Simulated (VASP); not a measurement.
Shape and ions are relaxed at each volume.

Energy against volume of SiO₂ (rutile). These are RPBE GGA, VASP's PBE PAW potentials (set 64) (plane waves; VASP 6.6.1) values and carry that method's errors.

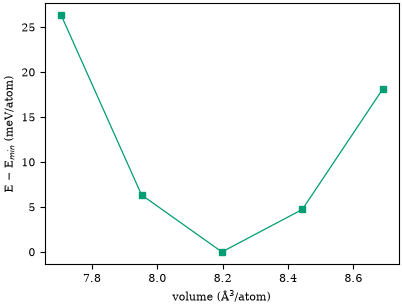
Figure. Energy against volume

**Question.** Estimate the equilibrium volume and the bulk modulus.

**Answer.** The minimum lies near 8.2 Å³/atom, and the curvature gives B0 of about 240 GPa.

Measured: bulk modulus 310 GPa at 300 K (computed value off by -24.0 %), as given by arXiv:1001.2066. The calculation is for a static lattice, while the measured bulk modulus holds thermal and zero-point effects, which are part of the difference.

The compound is SiO2 in the rutile structure, stishovite, a high-pressure form. It was relaxed first, which changed the volume by +6 %.
